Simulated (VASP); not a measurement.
Band structure of CsPbCl3 (cubic perovskite). Calculation: r2SCAN meta-GGA, VASP's PBE PAW potentials (set 64) (plane waves; VASP).

Unless said otherwise, spin-orbit coupling is left out, though it shifts the bands of the heavy elements here.

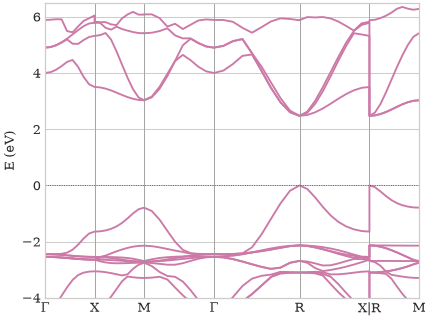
Fig. 1. Bands along high-symmetry lines, zero at the valence-band maximum or, without a gap, the Fermi level

Question: Read the plot: is there a gap, and where are the band edges?

Answer: The gap is direct, 2.48 eV, from the valence maximum at R to the conduction minimum at R.

The compound is CsPbCl3 in the cubic perovskite structure, the ideal cubic form; the compound distorts at low or room temperature. It was relaxed first.
